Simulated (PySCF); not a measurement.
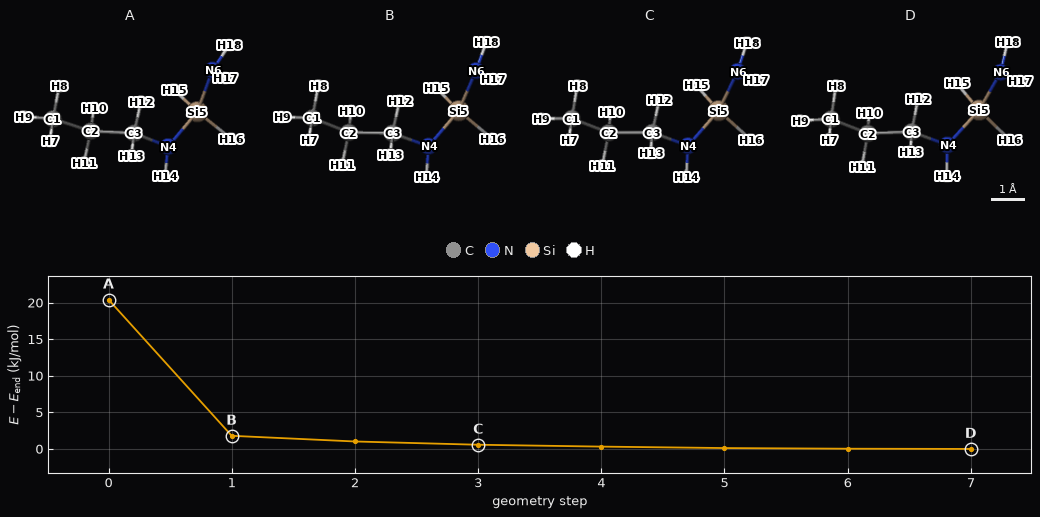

Frames of a relaxation of C3H12N2Si, marked on the history of the run. Style: ball-and-stick. Shown at a tilt.

The start comes from GFN2-xTB. Its atoms were then displaced at random by about 0.01 Å.

Computed with PBE0-D3(BJ)/def2-SVP geometry optimisation, gas phase (PySCF). 

Question: What happens along the run?

Answer: H17 moves most after the best rigid fit: 0.47 Å. Largest moves by element: H 0.47 Å, N 0.27 Å, C 0.12 Å, Si 0.08 Å. Some distances before and after: Si5–H16 1.455 → 1.501 Å, C3–N4 1.400 → 1.445 Å, C1–H7 1.075 → 1.103 Å, Si5–H15 1.478 → 1.502 Å. Among the angles between lasting bonds that change: Si5–N4–H14 113.4° → 117.8°, Si5–N6–H17 117.4° → 121.3°, N4–Si5–N6 104.7° → 108.4°. Groups turn about Si5–N6 by about 20°. Over 7 geometry steps the energy falls by 20.4 kJ/mol. Cost: 120 s on 1 thread of Arm Neoverse N1 (shared host). From step 0 to 1: H17 moves most (0.25 Å), energy −18.6 kJ/mol. From step 1 to 3: H15 moves most (0.10 Å), energy −1.22 kJ/mol. From step 3 to 7: H17 moves most (0.14 Å), energy −0.57 kJ/mol.

| step | E − E(0), kJ/mol |
| --- | --- |
| 0 | 0.00 |
| 1 | -18.62 |
| 2 | -19.40 |
| 3 | -19.85 |
| 4 | -20.10 |
| 5 | -20.30 |
| 6 | -20.39 |
| 7 | -20.42 |
